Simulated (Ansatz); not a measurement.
# S_i (8-fold void) in BaLa2S4 (I-42d): charge-transition levels and formation energies, part 2 of 2

Wanted: the transition levels of a self-interstitial in BaLa2S4 (I-42d), from a cell of 56 host atoms with 1 S put in.

Ansatz; place-levels on PBEsol runs: charge-transition levels and formation energies with image-charge correction and potential alignment at the atomic sites.

So far: Starting point; The runs of each charge state; Placing the levels, PBEsol.

### 3. Placing the levels, PBEsol (continued)

Levels between the charges placed, in eV above the valence top:

|  | gap (eV) | (+1/0) | (0/−1) | (−1/−2) |
| --- | --- | --- | --- | --- |
| PBEsol | 1.92 | 0.33 | 2.07 | 1.54 |

Corrections by state:

| charge | moment (μB) | image terms and alignment (eV) | band filling (eV) | ε used | over the lowest of its charge, as the program ranks them, band filling apart (eV) |
| --- | --- | --- | --- | --- | --- |
| +1 | 1.0 | 0.237 | - | principal values (18.13, 20.97, 20.97) | 0.000 |
| 0 | 0.0 | 0.000 | - | - | 0.000 |
| −1 | 1.0 | -0.082 | - | principal values (18.13, 20.97, 20.97) | 0.000 |
| −2 | 0.0 | 0.000 | - | principal values (18.13, 20.97, 20.97) | 0.000 |
| −2 | 2.0 | -0.071 | - | principal values (18.13, 20.97, 20.97) | 0.739 |

The charged structures listed were also run neutral, and place-levels reads from each pair, by the potential or the spins, how wide the charge is by which they differ; that can be the carrier of either run.

| charge | rms radius (Å) | spread where it is widest against the cell (Å) | wide from (Å) | reading |
| --- | --- | --- | --- | --- |
| +1 | 3.1 | 2.19 | 1.76 | wide |
| −1 | 3.2 | 2.10 | 1.76 | wide |
| −2 | 3.7 | 2.21 | 1.76 | wide |

The neutral runs of these pairs need not share the spin of the lowest neutral state, and very wide values only mean spread over the cell.

From the program's caveats on the states, each cut to its opening words:

- charge +1 (1 μB): it parts from the run at its places by a charge that spreads by about 2.2 Å along one vector (1.8 Å or more is wide), by the spins about the atoms, where the [...]
- charge +1 (1 μB): its sublattices stand up to 0.0390 Å off the host's, which by the two runs' forces adds about +0.01 eV to its energy against the host's, and moves the band [...]
- charge +1 (1 μB), −1 (1 μB): its displacements don't fall off away from the defect: farther atoms stand 0.038 Å off the host's places
- charge 0: its displacements don't fall off away from the defect: farther atoms stand 0.043 Å off the host's places
- charge −1 (1 μB): it parts from the run at its places by a charge that spreads by about 2.1 Å along one vector (1.8 Å or more is wide), by the spins about the atoms, where the [...]
- charge −2: it parts from the run at its places by a charge that spreads by about 2.2 Å along one vector (1.8 Å or more is wide), by its potential at epsilon [7.76, 7.76, [...]
- charge −2: its alignment with the host at atomic sites is doubtful: the mean over the far sites moves by -0.0640 eV from their farther parts to their nearer, more than [...]
- charge −2, −2 (2 μB): its displacements don't fall off away from the defect: farther atoms stand 0.036 Å off the host's places
- charge −2 (2 μB): it parts from the run at its places by a charge that spreads by about 3.3 Å along one vector (1.8 Å or more is wide), by its potential at epsilon [7.76, 7.76, [...]
- charge −2 (2 μB): its alignment with the host at atomic sites is doubtful: the mean over the far sites moves by -0.0515 eV from their farther parts to their nearer, more than [...]
- charge −2 (2 μB): the host's ions (past the first shell or, of a walk that freed a part, those that it held) aren't shown at rest: they stand up to 0.194 Å off their sites, 0.69 [...]
- charge −2 (2 μB): its sublattices stand up to 0.0335 Å off the host's, which by the two runs' forces adds about +0.01 eV to its energy against the host's, and moves the band [...]
- charge −2 (2 μB): its moments are held at its close (magnetization.spin_locking), by a field of 0.219 eV a Bohr magneton, and its energy and levels are of the state that this [...]

Chemical potentials of the elements' reference phases, run alike. Formation energies (elemental references), with the Fermi level at the valence top and at the conduction bottom (gap 1.92 eV):

| charge | at valence top (eV) | at conduction bottom (eV) | correction included (eV) |
| --- | --- | --- | --- |
| +1 | 1.07 | 2.99 | 0.24 |
| 0 | 1.40 | 1.40 | 0.00 |
| −1 | 3.47 | 1.54 | -0.08 |
| −2 | 5.01 | 1.16 | 0.00 |

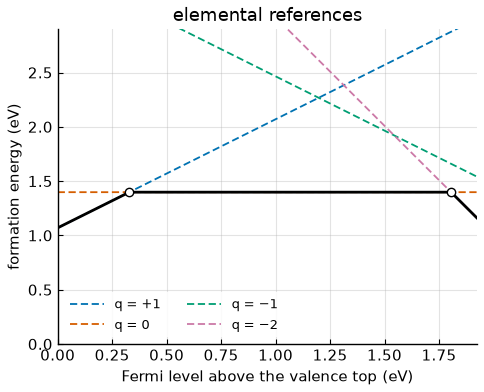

Formation energy against Fermi level; the thick line follows the lowest charge state and circles mark the transition levels.

### 4. Effect of the sampling

The relaxations' own energies give the levels at their sampling, for comparison.

File levels.relax_mesh.yaml:

```yaml
host:
  run: host.relax.run
  levels_from: { run: edges.relax.run }
states: [qm2.relax.run, qm1_M1.relax.run, q0.relax.run, qp1_M1.relax.run, qm2_M2.relax.run]
chemical_potentials:
  S:
    energy: -884.879081
    dataset: "<sha256 of the dataset>"
```

The run is started by

```console
> ansatz place-levels levels.relax_mesh.yaml -- --threads 4 --pin off --max-ram 14131MiB
```

Output:

```text
(+1/0) 0.299 eV above the valence edge, 1.626 eV under the conduction edge
(0/-1) 2.070 eV above the valence edge, in the conduction band; not on the lower envelope
[...]
formation energy of charge +1: +1.030 eV with the Fermi level at the valence edge
formation energy of charge 0: +1.329 eV with the Fermi level at the valence edge
formation energy of charge -1: +3.399 eV with the Fermi level at the valence edge
formation energy of charge -2: +4.934 eV with the Fermi level at the valence edge
  edges by pbesol of host.levels_from (edges.relax.run), its mesh sampled to repeats of 38.14 Å (the valence edge +0.076 eV and the conduction edge -0.143 eV from those of the host's own run), gap 1.925 eV; the host is sampled to repeats of 12.45 Å
[... the lines on each state left out ...]
```

The job ended after 0.19 s (4 threads of Arm Neoverse V1, shared host).

Levels between neighbouring charges, in eV above the valence top:

|  | gap (eV) | (+1/0) | (0/−1) | (−1/−2) |
| --- | --- | --- | --- | --- |
| one point at (¼, ¼, ¼) | 1.92 | 0.30 | 2.07 | 1.54 |
| a 2×2×2 shifted mesh | 1.92 | 0.33 | 2.07 | 1.54 |

Going from one point at (¼, ¼, ¼) to a 2×2×2 shifted mesh moves the levels that carry no band-filling term by up to 0.03 eV and formation energies against the elements by up to 0.08 eV.

### 5. Another choice

The levels are placed again with one choice changed, to see how much they rest on it.

levels.try0.yaml is levels.point.yaml with these lines changed:

```diff
-epsilon: [7.76, 7.76, 7.54]
-static_epsilon: [20.97, 20.97, 18.13]
+epsilon: 1.0001
+static_epsilon: 1.0001
```

The run is started by

```console
> ansatz place-levels levels.try0.yaml -- --threads 4 --pin off --max-ram 14131MiB
```

Output:

```text
(+1/0) 0.354 eV beneath the valence edge (-0.833 eV without the band-filling correction), in the valence band
(0/-1) 2.457 eV above the valence edge (+3.229 eV without the band-filling correction), in the conduction band; not on the lower envelope
[...]
formation energy of charge +1: +1.752 eV with the Fermi level at the valence edge
formation energy of charge 0: +1.398 eV with the Fermi level at the valence edge
formation energy of charge -1: +3.855 eV with the Fermi level at the valence edge
formation energy of charge -2: +6.277 eV with the Fermi level at the valence edge
vertical -2 to 0: no energy, since no alignment is typed
vertical -1 to 0: no energy, since no alignment is typed
vertical +1 to 0: no energy, since no alignment is typed
vertical -2 to 0: no energy, since no alignment is typed
[...]
[... the lines on each state left out ...]
```

The change: no screening of the image charge.

Levels in eV above the valence top; the changed ones are not the defect's:

|  | gap (eV) | (+1/0) | (0/−1) | (−1/−2) |
| --- | --- | --- | --- | --- |
| changed | 1.92 | -0.35 | 2.46 | 2.42 |
| as set up | 1.92 | 0.33 | 2.07 | 1.54 |

The largest shift is 0.88 eV, band-filling terms included.

### 6. What came out

* gap of the host: 1.92 eV (PBEsol)
* level (plus 1/0): 0.33 eV above the valence top
* level (0/minus 1): 2.07 eV above the valence top, past the conduction bottom, not a change between lowest states
* level (minus 1/minus 2): 1.54 eV above the valence top, not a change between lowest states
* level (0/minus 2): 1.81 eV above the valence top
* lowest of the charges placed, just above the valence top (0.02 eV): +1
* lowest of the charges placed, just below the conduction bottom (0.02 eV): −2
* lowest formation energy at mid-gap of the charges run, elemental references: 1.40 eV

**Reading.** Of the charges placed (−2, −1, 0 and +1), the lowest changes at 0.33 eV (+1/0) and 1.81 eV (0/−2) above the valence top, in a gap of 1.92 eV. (0/−2) passes over charge −1, which lies 0.26 eV above the two there; a lower structure or spin state of it, if missed, would change that. Charges above +1 and below −2 were not placed, so these runs say nothing of levels that involve them. States placed: +1 at 1 μB; 0 at 0 μB; −1 at 1 μB; −2 at 0 μB and 2 μB. Other spin states or structures, where not listed, weren't placed. At charge 0 the atom put in ends up to 0.8 Å from its starting place, so the name tells the start alone and the levels can join different sites. Going from one point at (¼, ¼, ¼) to a 2×2×2 shifted mesh moves the levels that carry no band-filling term by up to 0.03 eV and formation energies against the elements by up to 0.08 eV. The program doubts the alignment of potentials for at least one state, a sign that the cell is small. Keep in mind: PBEsol makes the gap too small and tends to spread out bound carriers; spin–orbit coupling, which can matter with heavy atoms, is left out.

[Logs are printed without paths, hosts, clocks, repeated set-up lines and the standing remarks that a program may print on its own settings, such as how far it seeks lower states.]

[Hosts, paths, dates, database ids (printed as entryN), source tags and the programs' standing remarks are cut or masked in the printed files.]

[Where a table of states has a column of steps, it counts the stored structures, which are thinned; the runs took as many ionic steps or more.]

[A defect's name tells the site on which it was built; relaxed atoms can leave that site.]

[For some hosts the program warned that the k-mesh of the response run may be too coarse for force constants and the static dielectric constant; such warnings are not shown here.]
